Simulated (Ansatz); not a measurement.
# H4Si (silane) at MP2/ANO-RCC-VTZP (sfX2C, density fitting with def2-universal-jkfit)

Aim: the vertical singlet–triplet gap of H4Si (silane) at MP2/ANO-RCC-VTZP (sfX2C, density fitting with def2-universal-jkfit), from 2 runs. 

Program for the calculation: Ansatz 0.2.0.

### Step 1. The structure to begin with

The species is H4Si (5 atoms), typed as a singlet with charge 0. As SMILES, `[SiH4]`. Geometry: relaxed at PBE0-D4/def2-TZVP.

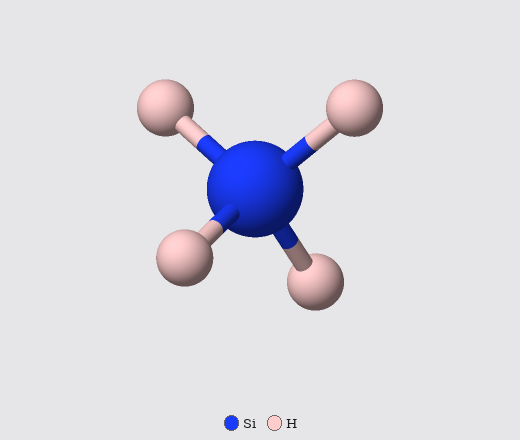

Viewed from a chosen angle; silicon blue, hydrogen pink.

### Step 2. A single-point energy at MP2/ANO-RCC-VTZP (sfX2C, density fitting with def2-universal-jkfit)

molecule.yaml

```yaml
crystal:
  periodic: [false, false, false]
  atoms:
    - symbol: Si
      position_ang: [-0.000000, 0.000000, -0.000100]
    - symbol: H
      position_ang: [0.967600, -0.688400, 0.890900]
    - symbol: H
      position_ang: [-1.331000, 0.044900, 0.656000]
    - symbol: H
      position_ang: [-0.105100, -0.740300, -1.282600]
    - symbol: H
      position_ang: [0.468500, 1.383800, -0.264200]
basis:
  gaussian: {orbitals: ANO-RCC-VTZP, fitting: {mean_field: def2-universal-jkfit}}
scf: {lower_state_search: off}
output: {orbitals: {seedname: orbitals}}
correlation: {method: mp2, electrons: all}
```

On the command line:

```sh
ansatz run molecule.yaml --threads 1 --pin off --max-ram 2610MiB --events-out events.jsonl --progress --plain --runs-dir runs
```

The program printed:

```text
Warning: RAYON_NUM_THREADS=1 ignored (pool sized by the plan → 1); use --threads N
Functional definition: HF
  name "HF"
  exchange = exact_x
  correlation = 0
these checks for a lower state are left out or cut short: stability, starts, cluster_reference, orbital_swaps, neighbouring_geometries, increment
200 factors; integrals over basis functions are off by at most 5.9e-1 eV
mean field evaluation 1: about -7941.4444 eV, gradient 9.9e0 eV
mean field evaluation 2: about -7942.0260 eV, gradient 3.0e0 eV
mean field evaluation 4: about -7942.0945 eV, gradient 5.6e-2 eV
mean field -7942.09448144 eV, -291.8665888480 hartree, gradient 2.4e-6 eV, S^2 0.000000; 0 other end points of the search recorded, 0 dependent functions left out
reference -7942.09448144 eV, -291.8665888480 hartree; 9, 9 occupied and 81, 81 virtual orbitals, 200 factors
second order -4.63006412 eV of doubles, -0.00000000 eV of singles
Total energy: -7946.72454556 eV, -292.0367405661 hartree
Relativity: scalar
Checks for a lower state left out: stability, starts, cluster_reference, orbital_swaps, neighbouring_geometries, increment
```

Wall time 0.3 s (1 thread of Arm Neoverse V2, shared host).

### Step 3. The triplet at the same level

Changes to molecule.yaml since step 2:

```diff
@@ -1 +1,3 @@
+basis:
+  gaussian: {orbitals: ANO-RCC-VTZP, fitting: {mean_field: def2-universal-jkfit}}
 crystal:
@@ -13,6 +15,5 @@
       position_ang: [0.468500, 1.383800, -0.264200]
-basis:
-  gaussian: {orbitals: ANO-RCC-VTZP, fitting: {mean_field: def2-universal-jkfit}}
+magnetization: {spin_polarized: false, initial_magnetization: 2}
+correlation: {method: mp2, electrons: all}
 scf: {lower_state_search: off}
 output: {orbitals: {seedname: orbitals}}
-correlation: {method: mp2, electrons: all}
```

On the command line:

```sh
ansatz run molecule.yaml --threads 1 --pin off --max-ram 2610MiB --events-out events.jsonl --progress --plain --runs-dir runs
```

The program printed:

```text
Warning: RAYON_NUM_THREADS=1 ignored (pool sized by the plan → 1); use --threads N
Functional definition: HF
  name "HF"
  exchange = exact_x
  correlation = 0
these checks for a lower state are left out or cut short: stability, starts, cluster_reference, orbital_swaps, neighbouring_geometries, increment
200 factors; integrals over basis functions are off by at most 5.9e-1 eV
mean field evaluation 1: about -7931.6403 eV, gradient 1.2e1 eV
mean field evaluation 2: about -7932.7295 eV, gradient 4.0e0 eV
mean field evaluation 4: about -7933.1757 eV, gradient 2.2e0 eV
mean field evaluation 8: about -7933.5103 eV, gradient 9.3e-1 eV
mean field -7933.53229286 eV, -291.5519342211 hartree, gradient 1.9e-6 eV, S^2 2.000000; 0 other end points of the search recorded, 0 dependent functions left out
reference -7933.53229286 eV, -291.5519342211 hartree; 10, 8 occupied and 80, 82 virtual orbitals, 200 factors
second order -4.25851129 eV of doubles, -0.02644530 eV of singles
Total energy: -7937.81724944 eV, -291.7094034711 hartree
Relativity: scalar
Checks for a lower state left out: stability, starts, cluster_reference, orbital_swaps, neighbouring_geometries, increment
```

Run time: 0.42 s. Hardware: 1 thread of Arm Neoverse V2, shared host.

### Step 4. Outcome

Level: MP2/ANO-RCC-VTZP (sfX2C, density fitting with def2-universal-jkfit).

| quantity | value |
| --- | --- |
| singlet: total energy | -292.03674 Eh |
| singlet: HOMO energy (Hartree–Fock orbitals) | -13.22 eV |
| singlet: LUMO energy (Hartree–Fock orbitals) | 1.32 eV |
| singlet: HOMO–LUMO gap (Hartree–Fock orbitals) | 14.54 eV |
| singlet: correlation energy | -170.2 mEh |
| triplet: total energy | -291.70940 Eh |
| triplet: correlation energy | -157.5 mEh |
| triplet: ⟨S²⟩ | 2.000 |
| vertical energy of the triplet above the singlet | 8.907 eV |

What this shows: At this shape the triplet lies 8.91 eV (859 kJ/mol) above the singlet.
